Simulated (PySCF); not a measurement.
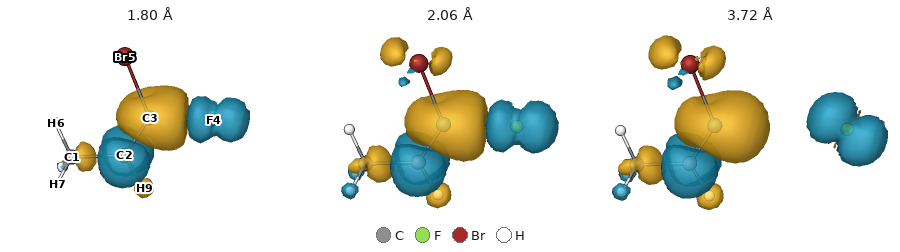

*C$_{3}$H$_{4}$BrF, SMILES `C/C=C(/F)Br`. Rigid stretch of the C3–F4 bond. Broken-symmetry UHF spin density at ±0.03 e/Å³ (yellow: α, teal: β).*

PySCF calculation, def2-SVP basis, gas phase; geometry: GFN2-xTB. No frequency check shows the geometry to be a minimum. GFN2-xTB bond lengths at metals and heavier atoms can be off by up to 0.1 Å and shapes distorted, which carries into these values.

UHF's ⟨S²⟩ passes 1 along the scan (up to 1.24), so it also polarises electrons outside the stretched bond; its energy lowering isn't due to that bond alone.

**How does the broken-symmetry solution share the spin, and how far is it from a pure singlet?**

At 3.72 Å excess α spin lies mostly on C3 and excess β on F4; the two could be swapped at no cost. ⟨S²⟩ is 0.34 at 1.80 Å, 0.94 at 2.06 Å and 1.24 at 3.72 Å, against 0 for a pure singlet and 1 for an equal mix of singlet and triplet.

**Where does the UHF solution part from RHF?**

Between 1.60 Å (⟨S²⟩ = 0, the two coincide) and 1.80 Å (⟨S²⟩ = 0.34); at 3.72 Å ⟨S²⟩ is 1.24 and UHF lies 5.7 eV below RHF.

**How much energy does the stretch cost?**

By CASSCF, 4.3 eV from the lowest point of the scan (1.33 Å) to 3.72 Å; RHF gives 9.0 eV from its own lowest point. The fragments aren't relaxed and dynamic correlation is missing, so this isn't a bond dissociation energy.

Run time: 15 min on 1 thread of Arm Neoverse V1, on a shared host, peak memory 0.32 GiB.
